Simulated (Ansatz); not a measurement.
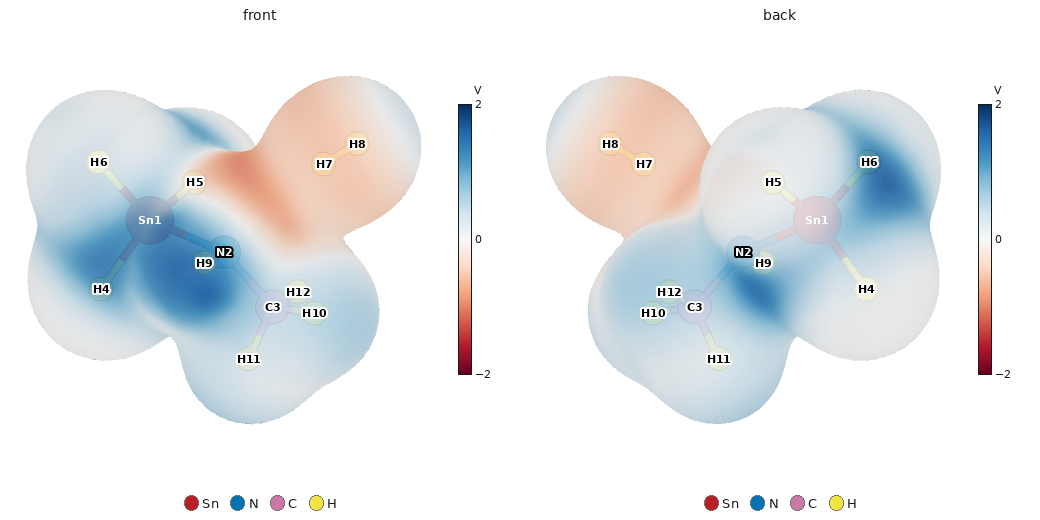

Figure. CH₇NSn···H₂. The electrostatic potential painted on the density surface at 0.002 e/bohr³, seen from the front and from behind; the colour scale runs from red (negative) to blue (positive).

The reactant side of a reaction path; geometry: PBE0-D4/def2-TZVP; core potentials replace the inner electrons of Sn.

Level of theory: RKS PBE0-D4/def2-TZVPP in Ansatz.

The calculation's input:

```
crystal:
  periodic: [false, false, false]
  atoms:
    - {symbol: Sn, position_ang: [-1.263020, 1.104417, 0.682017]}
    - {symbol: N, position_ang: [-0.092704, -0.505975, 0.284241]}
    - {symbol: C, position_ang: [0.137922, -0.862185, -1.103939]}
    - {symbol: H, position_ang: [-2.794385, 0.986297, -0.086073]}
    - {symbol: H, position_ang: [-0.420319, 2.452418, 0.065920]}
    - {symbol: H, position_ang: [-1.439637, 1.162400, 2.375739]}
    - {symbol: H, position_ang: [2.402005, -0.123251, 0.714536]}
    - {symbol: H, position_ang: [3.147905, -0.041810, 0.706954]}
    - {symbol: H, position_ang: [-0.356308, -1.316875, 0.827738]}
    - {symbol: H, position_ang: [0.903108, -1.642438, -1.173449]}
    - {symbol: H, position_ang: [-0.750352, -1.218130, -1.646813]}
    - {symbol: H, position_ang: [0.525884, 0.004931, -1.646868]}
basis:
  gaussian: {orbitals: def2-TZVPP}
hamiltonian: {xc: pbe0, dispersion: d4}
output: {orbitals: {seedname: orbitals}}
```

Launched as:

```sh
ansatz run in.yaml --threads 4 --pin off --events-out ev --progress --plain --max-ram 9574MiB
```

Where is the surface potential most negative and most positive?

Answer. The most negative region (about −0.9 V, or −21 kcal/mol for a unit charge) lies over the gap between the two molecules, near Sn1, N2 and H7, the most positive (about +1.6 V, or +37 kcal/mol for a unit charge) over Sn1 and H9.
